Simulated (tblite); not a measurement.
# C6H12N: the cost of one run

Computed with tblite 0.8.0 and PySCF 2.14.0, with density-fitted response routines of our own, on a single molecule in the gas phase. Atoms count from 0, in the outputs and in this text.

### 1 The molecule as given

19 atoms, charge 0, multiplicity 2; geometry from: force field or distance geometry start.

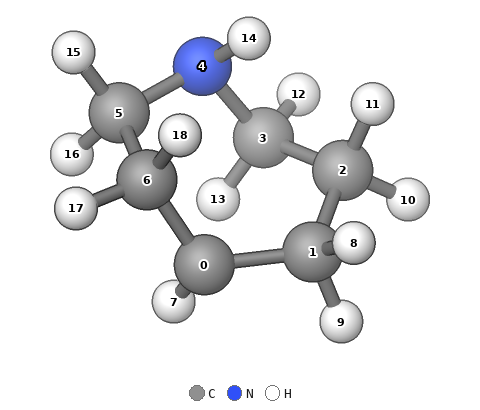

As it starts; carbon grey, nitrogen blue, hydrogen white, atoms numbered.

### 2 Optimising the geometry with GFN2-xTB

The job: settings as JSON, then the geometry in Å.

```
{"job": {"kind": "relax", "xc": "GFN2-xTB", "basis": "xTB"}, "charge": 0, "multiplicity": 2}
C      0.526900     1.074000    -0.910600
C     -0.686600     1.489700    -0.143600
C     -1.413500     0.373600     0.547800
C     -1.100700    -0.989200     0.007700
N      0.134100    -1.438500     0.671400
C      1.305100    -1.120800    -0.106400
C      1.589100     0.357000    -0.184800
H      0.227700     0.604600    -1.857000
H     -0.503600     2.300100     0.603000
H     -1.393400     1.936800    -0.876600
H     -2.519800     0.602000     0.422000
H     -1.275600     0.349400     1.655500
H     -1.901900    -1.700000     0.359100
H     -0.993000    -1.011300    -1.100100
H      0.171100    -0.890200     1.571600
H      2.187000    -1.574800     0.428600
H      1.283300    -1.526500    -1.138300
H      2.526700     0.450400    -0.783200
H      1.827300     0.722800     0.826500
```

On the command line:

```sh
OMP_NUM_THREADS=1 python probes_run.py task.json out
```

This one command runs all jobs of the session in turn.

**Question.** How long does this first job take on 1 thread of AMD EPYC, shared host?

About 1.2 s.
